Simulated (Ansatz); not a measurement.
## Glassy CaAl2Si2O8 (156 atoms) under strain

How stiff is glassy CaAl2Si2O8 (156 atoms)?

Main program and level: Ansatz 0.2.0; Kohn-Sham DFT, PBE, PAW (set soft_2), plane waves.

## 1. The structure

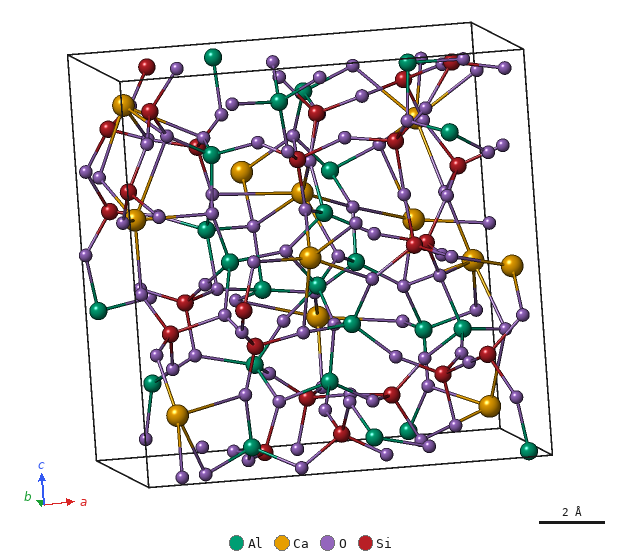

The cell as given, slightly off an axis (aluminium teal, calcium orange, oxygen purple, silicon red). Bonds to atoms that aren't drawn are left out. Some periodic images of atoms are drawn too.

The cell holds 156 atoms: 24 Al, 12 Ca, 96 O and 24 Si. Cell: a = 12.697 Å, b = 12.697 Å, c = 12.697 Å, α = 90.0°, β = 90.0°, γ = 90.0°. 156 atoms (24 Al, 12 Ca, 96 O, 24 Si) placed at random at 2.71 g/cm³, melted at 4500 K for 20 ps at fixed volume with the Morse and Coulomb pair potential with partial charges (Pedone, Malavasi, Menziani, Cormack and Segre, J. Phys. Chem. B 110, 11780 (2006)). Quenched from 4500 K to 300 K at 20 K/ps and fixed volume, held 5 ps. The density is a measured one.

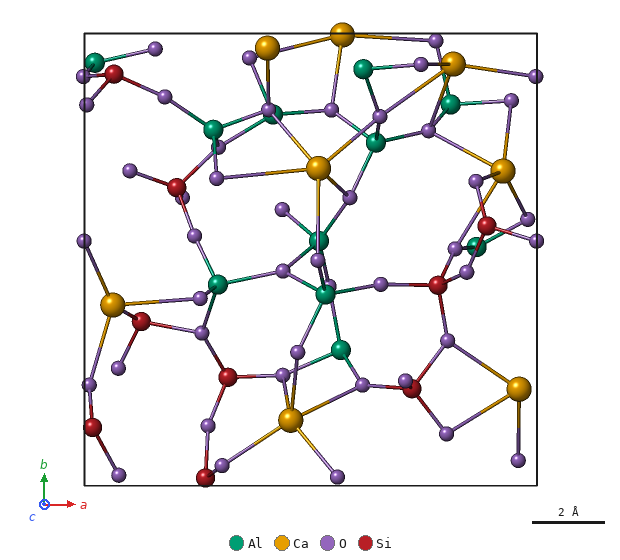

A slice 6 Å thick through the middle of the cell.

Limits known from the start: The quench rate of 20 K/ps is many orders above laboratory rates, so the cell is likely richer in defects and strain than a real sample. The network of bonds at the start is that of the classical potential that made the cell, and needn't be the one that DFT or experiment would give. Only the Γ point is sampled.

## 2. Single point at the start

A single point comes first, to see the forces before anything moves.

Input file input.yaml:

```yaml
crystal:
  lattice:
    - [12.6974, 0.0, 0.0]
    - [0.0, 12.6974, 0.0]
    - [0.0, 0.0, 12.6974]
  atoms:
    - { symbol: Al, position: [0.56658, 0.30029, 0.33782] }
    - { symbol: Al, position: [0.53277, 0.42314, 0.60613] }
    - { symbol: Al, position: [0.29479, 0.44491, 0.50195] }
    - { symbol: Al, position: [0.64393, 0.75861, 0.45391] }
    - { symbol: Al, position: [0.40032, 0.09481, 0.91213] }
    - { symbol: Al, position: [0.52069, 0.45532, 0.18928] }
    - { symbol: Al, position: [0.94647, 0.02836, 0.01197] }
    - { symbol: Al, position: [0.36113, 0.63412, 0.23166] }
    - { symbol: Al, position: [0.86659, 0.52799, 0.28721] }
    - { symbol: Al, position: [0.51829, 0.54137, 0.42022] }
    - { symbol: Al, position: [0.29847, 0.29778, 0.05561] }
    - { symbol: Al, position: [0.28475, 0.7871, 0.56] }
    - { symbol: Al, position: [0.72964, 0.13894, 0.97939] }
    - { symbol: Al, position: [0.02284, 0.9352, 0.37118] }
    - { symbol: Al, position: [0.76051, 0.89301, 0.01958] }
    - { symbol: Al, position: [0.806, 0.02039, 0.80943] }
    - { symbol: Al, position: [0.26535, 0.42095, 0.77013] }
    - { symbol: Al, position: [0.32884, 0.76506, 0.98311] }
    - { symbol: Al, position: [0.09729, 0.56529, 0.21111] }
    - { symbol: Al, position: [0.80941, 0.84304, 0.26873] }
    - { symbol: Al, position: [0.61629, 0.92101, 0.6709] }
    - { symbol: Al, position: [0.41672, 0.82093, 0.39974] }
    - { symbol: Al, position: [0.5501, 0.80766, 0.87866] }
    - { symbol: Al, position: [0.56637, 0.01407, 0.07736] }
    - { symbol: Ca, position: [0.92488, 0.69572, 0.4396] }
    - { symbol: Ca, position: [0.81994, 0.78392, 0.79286] }
    - { symbol: Ca, position: [0.10298, 0.1555, 0.1587] }
    - { symbol: Ca, position: [0.56986, 0.99663, 0.30865] }
    - { symbol: Ca, position: [0.9412, 0.69953, 0.07852] }
    - { symbol: Ca, position: [0.51721, 0.70167, 0.63833] }
    - { symbol: Ca, position: [0.40441, 0.96756, 0.68078] }
    - { symbol: Ca, position: [0.9605, 0.21374, 0.45514] }
    [... 118 atom lines left out ...]
    - { symbol: Si, position: [0.78144, 0.44347, 0.51202] }
    - { symbol: Si, position: [0.26747, 0.0176, 0.41341] }
    - { symbol: Si, position: [0.10195, 0.26846, 0.90021] }
    - { symbol: Si, position: [0.26148, 0.666, 0.77392] }
    - { symbol: Si, position: [0.5464, 0.54537, 0.84228] }
    - { symbol: Si, position: [0.69668, 0.22843, 0.78303] }
kpoints:
  mp_grid: { grid: [1, 1, 1] }
hamiltonian:
  xc: pbe
scf:
  occupations: { method: fermi_dirac, width: 0.05 }
output:
  forces: true
```

Run with:

```console
$ ansatz run input.yaml --threads 4 --pin off --max-ram 8192MiB --backend cpu --events-out ev --progress --plain --runs-dir out
```

Numbers of over 12 decimals in the logs are rounded to 6 here.

Output:

```text
[...]
Pseudopotentials: kind: paw
Pseudopotential: Al, paw, valence charge 3, recommended cutoff 420 eV (normal), Al.paw.azcp
Pseudopotential: Ca, paw, valence charge 10, recommended cutoff 420 eV (normal), Ca.paw.azcp
Pseudopotential: O, paw, valence charge 6, recommended cutoff 420 eV (normal), O.paw.azcp
Pseudopotential: Si, paw, valence charge 4, recommended cutoff 420 eV (normal), Si.paw.azcp
[... 5 lines on functional and potentials left out ...]
Crystal: 156 atoms, lattice volume = 2047.125 Å³
Basis set: ecut = 420 eV, 40099 PW (Γ), exchange–correlation on 180×180×180 points (8 copies of the dense FFT grid, shifted against one another)
Bands: 588, of which v1, the nominal top of the filled ones, is band 432 counted from 1 (431 counted from 0)
Symmetry: 1 space group operations
Space group: P1 (ITA 1), of the structure as read, at distance tolerance 1.3e-4 Å
k-points: 1
[... 9 lines on functional and potentials left out ...]
Initial density: superposition of atomic densities (neutral atoms: chi_scale 0, normalization atom), corrected by the library's trained network
Initial wavefunctions: pseudopotential atomic-orbital guess
[...]
SCF iter   1: F=—  HF=-104628.036768 eV  |F-HF|=—  |Δ(HF+E_count)|=         —  Δρ=2.17e-3  dr2=1.24e-1  ethr=1.77e-3  ⟨swp⟩=7.0  Hψ=2836  notcnv=0  defer=126
preconditioner: auto → Resta (q_TF=auto, 2.363 Å⁻¹)  ε∞=3.4  [insulator: Δε(μ)=3.482 eV  Ē_g=15.495 eV  σ=0.050 eV  W_gap=1.00  n_scr=460 (ndim 8)  ℏωp=23.8 eV  f_vac=0.100  D(μ)=0.00/eV (n_scr^D=0)  ε∞_Penn≈3.4]
SCF iter   2: F=—  HF=-104628.037586 eV  |F-HF|=—  |Δ(HF+E_count)|=   8.18e-4  Δρ=1.19e-3  dr2=3.02e-2  ethr=1.44e-5  ⟨swp⟩=2.0  Hψ=1088  notcnv=0  defer=133
SCF iter   3: F=—  HF=-104628.040952 eV  |F-HF|=—  |Δ(HF+E_count)|=   3.37e-3  Δρ=5.16e-4  dr2=8.53e-3  ethr=3.50e-6  ⟨swp⟩=2.0  Hψ=733  notcnv=0  defer=45
automatic band count: iteration 3 solves 500 bands in place of 588: the levels show a gap, and the empty bands left out lie too high to hold charge; the band table lists the bands solved (type scf.n_extra_bands for more)
SCF iter   4: F=—  HF=-104628.041843 eV  |F-HF|=—  |Δ(HF+E_count)|=   8.91e-4  Δρ=1.78e-4  dr2=7.86e-4  ethr=9.87e-7  ⟨swp⟩=2.0  Hψ=730  notcnv=0  defer=45
SCF iter   5: F=—  HF=-104628.041882 eV  |F-HF|=—  |Δ(HF+E_count)|=   3.95e-5  Δρ=1.01e-4  dr2=2.12e-4  ethr=9.09e-8  ⟨swp⟩=2.0  Hψ=753  notcnv=0  defer=45
SCF iter   6: F=—  HF=-104628.041931 eV  |F-HF|=—  |Δ(HF+E_count)|=   4.90e-5  Δρ=5.09e-5  dr2=5.01e-5  ethr=2.46e-8  ⟨swp⟩=2.0  Hψ=730  notcnv=0  defer=45
SCF iter   7: F=—  HF=-104628.041746 eV  |F-HF|=—  |Δ(HF+E_count)|=   1.85e-4  Δρ=1.52e-5  dr2=4.61e-6  ethr=5.80e-9  ⟨swp⟩=2.0  Hψ=926  notcnv=0  defer=59
SCF iter   8: F=—  HF=-104628.041749 eV  |F-HF|=—  |Δ(HF+E_count)|=   2.10e-6  Δρ=8.54e-6  dr2=1.47e-6  ethr=5.33e-10  ⟨swp⟩=2.0  Hψ=769  notcnv=0  defer=59
SCF iter   9: F=-104628.041749 eV  HF=-104628.041749 eV  |F-HF|=3.56e-8  |Δ(HF+E_count)|=   4.60e-7  Δρ=2.10e-6  dr2=9.43e-8  ethr=1.16e-11  ⟨swp⟩=3.0  Hψ=1702  notcnv=0
SCF 1 converged in 9 iterations: F = -104628.041749 eV  dr2 = 9.43e-8
[...]
SCF converged after 9 iterations
Free energy (F): -104628.041749 eV
Harris-Foulkes:  -104628.041749 eV  (|F-HF|=3.56e-8)
Internal energy: -104628.041749 eV  (E = F + TS)
E sigma→0 (E₀):  -104628.041749 eV
Fermi energy:    6.117860 eV
--- Per-component energies (eV) ---
[...]
Σ components = -104628.041749   (vs F -104628.041749, Δ=0.00e0)
--- Forces (eV/Å), atoms counted from 1 ---
  atom   1  Al     0.39198356     0.13702603     0.25371605
  atom   2  Al    -0.45505523     0.18667072     1.36817479
  atom   3  Al     0.88978190     0.11445228    -0.41788704
  atom   4  Al    -0.56140720     0.39682858    -0.24845289
[...]
atom 156  Si     0.88820167     0.98430927    -1.55723620
  max |Σ_I F_I| component: 2.15e-4 eV/Å
```

Wall time 37 s (4 threads of Arm Neoverse V1, shared host); peak memory 3.2 GiB; 2.4 min of CPU time.

The r.m.s. force at the start is 1.3 eV/Å.

## 3. Cell and atoms relaxed

The cell is relaxed with the atoms, since the starting lattice needn't suit this functional.

Input file input.yaml:

```yaml
crystal:
  lattice:
    - [12.6974, 0.0, 0.0]
    - [0.0, 12.6974, 0.0]
    - [0.0, 0.0, 12.6974]
  atoms:
    [... the 156 atom lines of step 2 ...]
kpoints:
  mp_grid: { grid: [1, 1, 1] }
hamiltonian:
  xc: pbe
scf:
  occupations: { method: fermi_dirac, width: 0.05 }
output:
  forces: true
relax:
  f_tol: 0.05
  max_steps: 150
  cell: {}
```

Output:

```text
[...]
Crystal: 156 atoms, lattice volume = 2047.125 Å³
Basis set: ecut = 420 eV, 40099 PW (Γ), exchange–correlation on 180×180×180 points (8 copies of the dense FFT grid, shifted against one another)
Bands: 588, of which v1, the nominal top of the filled ones, is band 432 counted from 1 (431 counted from 0)
Symmetry: 1 space group operations
[...]
k-points: 1
[...]
SCF iter   1: F=—  HF=-104628.036768 eV  |F-HF|=—  |Δ(HF+E_count)|=         —  Δρ=2.17e-3  dr2=1.24e-1  ethr=1.77e-3  ⟨swp⟩=7.0  Hψ=2836  notcnv=0  defer=126
[...]
SCF iter   8: F=—  HF=-104628.041749 eV  |F-HF|=—  |Δ(HF+E_count)|=   2.08e-6  Δρ=8.51e-6  dr2=1.46e-6  ethr=5.31e-10  ⟨swp⟩=2.0  Hψ=769  notcnv=0  defer=147
SCF iter   9: F=-104628.041749 eV  HF=-104628.041749 eV  |F-HF|=3.51e-8  |Δ(HF+E_count)|=   4.58e-7  Δρ=2.10e-6  dr2=9.40e-8  ethr=1.16e-11  ⟨swp⟩=3.0  Hψ=1778  notcnv=0
SCF 1 converged in 9 iterations: F = -104628.041749 eV  dr2 = 9.40e-8
[...]
relax step   1: F+E_penalty+E_count = -104628.04174904 eV  Δ(F+E_penalty+E_count) = +0.000e0 eV  max|allowed force component| = 4.491e0 eV/Å  Δτ_max = 0.0000 Å  P = +4.486 GPa  Ω = 2047.125 Å³  (9 SCF iters, dr2 threshold 1.00e-7 eV, accepted)
[... from here on, the SCF cycles and remarks between the steps are left out ...]
relax step   2: F+E_penalty+E_count = -104635.36042642 eV  Δ(F+E_penalty+E_count) = -7.319e0 eV  max|allowed force component| = 2.737e0 eV/Å  Δτ_max = 0.1965 Å  P = +2.639 GPa  Ω = 2042.252 Å³  energy of the carried Pulay correction = +1.638e-2 eV  (8 SCF iters, dr2 threshold 1.56e-5 eV, accepted)
relax step   3: F+E_penalty+E_count = -104639.53828507 eV  Δ(F+E_penalty+E_count) = -4.178e0 eV  max|allowed force component| = 1.055e0 eV/Å  Δτ_max = 0.1937 Å  P = -0.218 GPa  Ω = 2052.207 Å³  energy of the carried Pulay correction = -1.704e-2 eV  (8 SCF iters, dr2 threshold 1.56e-5 eV, accepted)
relax step   4: F+E_penalty+E_count = -104640.58253150 eV  Δ(F+E_penalty+E_count) = -1.044e0 eV  max|allowed force component| = 7.871e-1 eV/Å  Δτ_max = 0.2000 Å  P = -0.028 GPa  Ω = 2046.495 Å³  energy of the carried Pulay correction = +2.116e-3 eV  (7 SCF iters, dr2 threshold 1.56e-5 eV, accepted)
relax step   5: F+E_penalty+E_count = -104641.04824213 eV  Δ(F+E_penalty+E_count) = -4.657e-1 eV  max|allowed force component| = 4.201e-1 eV/Å  Δτ_max = 0.2000 Å  P = -0.035 GPa  Ω = 2042.639 Å³  energy of the carried Pulay correction = +1.508e-2 eV  (7 SCF iters, dr2 threshold 1.56e-5 eV, accepted)
relax step   6: F+E_penalty+E_count = -104641.31911752 eV  Δ(F+E_penalty+E_count) = -2.709e-1 eV  max|allowed force component| = 4.606e-1 eV/Å  Δτ_max = 0.2000 Å  P = -0.051 GPa  Ω = 2038.759 Å³  energy of the carried Pulay correction = +2.814e-2 eV  (7 SCF iters, dr2 threshold 1.10e-5 eV, accepted)
relax step   7: F+E_penalty+E_count = -104641.53666499 eV  Δ(F+E_penalty+E_count) = -2.175e-1 eV  max|allowed force component| = 2.929e-1 eV/Å  Δτ_max = 0.1997 Å  P = -0.043 GPa  Ω = 2032.790 Å³  energy of the carried Pulay correction = +4.829e-2 eV  (7 SCF iters, dr2 threshold 1.33e-5 eV, accepted)
relax step   8: F+E_penalty+E_count = -104641.40140691 eV  Δ(F+E_penalty+E_count) = +1.353e-1 eV  max|allowed force component| = 1.638e0 eV/Å  Δτ_max = 0.1951 Å  P = +0.000 GPa  Ω = 2030.171 Å³  energy of the carried Pulay correction = +5.715e-2 eV  (8 SCF iters, dr2 threshold 5.36e-6 eV, rejected (line search))
relax step   9: F+E_penalty+E_count = -104641.64991276 eV  Δ(F+E_penalty+E_count) = -1.132e-1 eV  max|allowed force component| = 2.317e-1 eV/Å  Δτ_max = 0.0975 Å  P = -0.006 GPa  Ω = 2031.384 Å³  energy of the carried Pulay correction = +5.304e-2 eV  (12 SCF iters, accepted)
relax step  10: F+E_penalty+E_count = -104641.70163644 eV  Δ(F+E_penalty+E_count) = -5.172e-2 eV  max|allowed force component| = 2.250e-1 eV/Å  Δτ_max = 0.1000 Å  P = -0.012 GPa  Ω = 2029.861 Å³  energy of the carried Pulay correction = +5.820e-2 eV  (7 SCF iters, dr2 threshold 3.36e-6 eV, accepted)
relax step  11: F+E_penalty+E_count = -104641.77244837 eV  Δ(F+E_penalty+E_count) = -7.081e-2 eV  max|allowed force component| = 1.850e-1 eV/Å  Δτ_max = 0.1429 Å  P = +0.027 GPa  Ω = 2027.458 Å³  energy of the carried Pulay correction = +6.634e-2 eV  (7 SCF iters, dr2 threshold 3.16e-6 eV, accepted)
relax step  12: F+E_penalty+E_count = -104641.87582146 eV  Δ(F+E_penalty+E_count) = -1.034e-1 eV  max|allowed force component| = 3.066e-1 eV/Å  Δτ_max = 0.1957 Å  P = -0.041 GPa  Ω = 2025.286 Å³  energy of the carried Pulay correction = +7.370e-2 eV  (8 SCF iters, dr2 threshold 2.14e-6 eV, accepted)
relax step  13: F+E_penalty+E_count = -104641.98572354 eV  Δ(F+E_penalty+E_count) = -1.099e-1 eV  max|allowed force component| = 1.986e-1 eV/Å  Δτ_max = 0.1950 Å  P = -0.024 GPa  Ω = 2022.544 Å³  energy of the carried Pulay correction = +8.301e-2 eV  (7 SCF iters, dr2 threshold 5.87e-6 eV, accepted)
relax step  14: F+E_penalty+E_count = -104642.06270840 eV  Δ(F+E_penalty+E_count) = -7.698e-2 eV  max|allowed force component| = 2.159e-1 eV/Å  Δτ_max = 0.1949 Å  P = +0.002 GPa  Ω = 2019.588 Å³  energy of the carried Pulay correction = +9.306e-2 eV  (7 SCF iters, dr2 threshold 2.46e-6 eV, accepted)
relax step  15: F+E_penalty+E_count = -104641.92738625 eV  Δ(F+E_penalty+E_count) = +1.353e-1 eV  max|allowed force component| = 8.331e-1 eV/Å  Δτ_max = 0.1899 Å  P = +0.116 GPa  Ω = 2016.504 Å³  energy of the carried Pulay correction = +1.036e-1 eV  (9 SCF iters, dr2 threshold 2.91e-6 eV, rejected (line search))
relax step  16: F+E_penalty+E_count = -104641.97431198 eV  Δ(F+E_penalty+E_count) = +8.840e-2 eV  max|allowed force component| = 9.481e-1 eV/Å  Δτ_max = 0.0905 Å  P = +0.102 GPa  Ω = 2019.448 Å³  energy of the carried Pulay correction = +9.354e-2 eV  (12 SCF iters, rejected (line search))
relax step  17: F+E_penalty+E_count = -104642.11332923 eV  Δ(F+E_penalty+E_count) = -5.062e-2 eV  max|allowed force component| = 1.062e-1 eV/Å  Δτ_max = 0.0453 Å  P = -0.006 GPa  Ω = 2019.287 Å³  energy of the carried Pulay correction = +9.409e-2 eV  (12 SCF iters, accepted)
relax step  18: F+E_penalty+E_count = -104642.15298450 eV  Δ(F+E_penalty+E_count) = -3.966e-2 eV  max|allowed force component| = 8.107e-2 eV/Å  Δτ_max = 0.1000 Å  P = +0.018 GPa  Ω = 2016.764 Å³  energy of the carried Pulay correction = +1.027e-1 eV  (9 SCF iters, dr2 threshold 7.05e-7 eV, accepted)
relax step  19: F+E_penalty+E_count = -104642.15335391 eV  Δ(F+E_penalty+E_count) = -3.694e-4 eV  max|allowed force component| = 1.201e-1 eV/Å  Δτ_max = 0.0367 Å  P = -0.008 GPa  Ω = 2017.787 Å³  energy of the carried Pulay correction = +9.919e-2 eV  (7 SCF iters, dr2 threshold 4.11e-7 eV, accepted)
relax step  20: F+E_penalty+E_count = -104642.07330346 eV  Δ(F+E_penalty+E_count) = +8.005e-2 eV  max|allowed force component| = 6.165e-1 eV/Å  Δτ_max = 0.1905 Å  P = -0.052 GPa  Ω = 2021.749 Å³  energy of the carried Pulay correction = +8.572e-2 eV  (9 SCF iters, dr2 threshold 9.01e-7 eV, rejected (line search))
relax step  21: F+E_penalty+E_count = -104642.15777531 eV  Δ(F+E_penalty+E_count) = -4.421e-3 eV  max|allowed force component| = 9.797e-2 eV/Å  Δτ_max = 0.0417 Å  P = -0.004 GPa  Ω = 2018.922 Å³  energy of the carried Pulay correction = +9.533e-2 eV  (12 SCF iters, accepted)
relax step  22: F+E_penalty+E_count = -104642.16221019 eV  Δ(F+E_penalty+E_count) = -4.435e-3 eV  max|allowed force component| = 4.503e-2 eV/Å  Δτ_max = 0.0266 Å  P = +0.011 GPa  Ω = 2018.618 Å³  energy of the carried Pulay correction = +9.636e-2 eV  (7 SCF iters, dr2 threshold 6.00e-7 eV, accepted)
relax step  23: F+E_penalty+E_count = -104642.17352437 eV  Δ(F+E_penalty+E_count) = -1.131e-2 eV  max|allowed force component| = 4.499e-2 eV/Å  Δτ_max = 0.0000 Å  P = +0.006 GPa  Ω = 2018.618 Å³  stress off target by 3.19e-1 GPa  SCF on the basis re-selected at this cell (its energy is not comparable with the rows above)  (7 SCF iters)
relax step  24: F+E_penalty+E_count = -104642.18167037 eV  Δ(F+E_penalty+E_count) = -8.146e-3 eV  max|allowed force component| = 4.454e-2 eV/Å  Δτ_max = 0.0172 Å  P = -0.008 GPa  Ω = 2018.842 Å³  energy of the carried Pulay correction = -1.169e-3 eV  (7 SCF iters, dr2 threshold 2.55e-7 eV, accepted)
relax step  25: F+E_penalty+E_count = -104642.18122912 eV  Δ(F+E_penalty+E_count) = +4.412e-4 eV  max|allowed force component| = 1.133e-1 eV/Å  Δτ_max = 0.0486 Å  P = +0.011 GPa  Ω = 2018.678 Å³  energy of the carried Pulay correction = -6.115e-4 eV  (9 SCF iters, dr2 threshold 1.10e-8 eV, rejected (line search))
relax step  26: F+E_penalty+E_count = -104642.18505547 eV  Δ(F+E_penalty+E_count) = -3.385e-3 eV  max|allowed force component| = 2.376e-2 eV/Å  Δτ_max = 0.0234 Å  P = -0.001 GPa  Ω = 2018.825 Å³  energy of the carried Pulay correction = -1.120e-3 eV  (10 SCF iters, accepted)
relax step  27: F+E_penalty+E_count = -104642.18362511 eV  Δ(F+E_penalty+E_count) = +1.430e-3 eV  max|allowed force component| = 2.377e-2 eV/Å  Δτ_max = 0.0000 Å  P = +0.000 GPa  Ω = 2018.825 Å³  stress off target by 1.97e-2 GPa  SCF on the basis re-selected at this cell (its energy is not comparable with the rows above)  (6 SCF iters)
basis re-selected at this cell: Δ(F+E_penalty+E_count) = +1.430e-3 eV, ΔP = +0.001 GPa vs the last step (what re-selecting the basis moved, of the pressure what is left beyond the Pulay correction that the steps carried, after the strain that the cell walked since its last selection, [...]
SCF converged after 6 iterations
Free energy (F): -104642.183625 eV
[...]
Internal energy: -104642.183625 eV  (E = F + TS)
E sigma→0 (E₀):  -104642.183625 eV
Fermi energy:    6.377231 eV
[...]
Σ components = -104642.183625   (vs F -104642.183625, Δ=0.00e0)
--- Forces (eV/Å), atoms counted from 1 ---
  atom   1  Al     0.00336143     0.00445192     0.00261314
  atom   2  Al     0.00178791    -0.00405500    -0.00205078
  atom   3  Al     0.00150603    -0.00002287    -0.00139731
  atom   4  Al     0.00706126    -0.00460830    -0.00452126
[...]
atom 156  Si    -0.00835200    -0.00244906     0.00537653
  max |Σ_I F_I| component: 4.72e-5 eV/Å
--- Stress (GPa, compression-positive) ---
       -0.006469       0.004679      -0.003197
        0.004687       0.018323       0.004621
       -0.003196       0.004616      -0.011318
  P = ⅓ Tr σ = 0.0002 GPa (0.002 kbar)
--- Relaxed structure (25 steps of the walk, 20 accepted, 2 SCFs on fresh bases) ---
  F+E_penalty+E_count = -104642.18362511 eV   max|allowed force component| = 2.377e-2 eV/Å   (the final SCF, on the basis selected at the relaxed cell)
  cell:  # Å, volume = 2018.8245 Å³
    - [12.453275, 0.022769, -0.039926]
    - [0.022769, 13.158717, 0.126906]
    - [-0.039926, 0.126906, 12.321130]
  atoms:
    - { symbol: Al, position: [0.572993, 0.301925, 0.349013] }
    - { symbol: Al, position: [0.521215, 0.430537, 0.609504] }
    - { symbol: Al, position: [0.290079, 0.438216, 0.497950] }
    - { symbol: Al, position: [0.641531, 0.751935, 0.448028] }
[...]
- { symbol: Si, position: [0.699673, 0.234087, 0.788338] }
```

Wall time 20 min (4 threads); peak memory 3.3 GiB.

The relaxation converged after 25 steps, with a largest force component of 0.024 eV/Å.

(Continued in part 2 of 2.)

[Logs are printed without paths, hosts, clocks, repeated set-up lines and the standing remarks that a program may print on its own settings, such as how far it seeks lower states.]

[Hosts, paths, dates, database ids (printed as entryN), source tags and the programs' standing remarks are cut or masked in the printed files.]
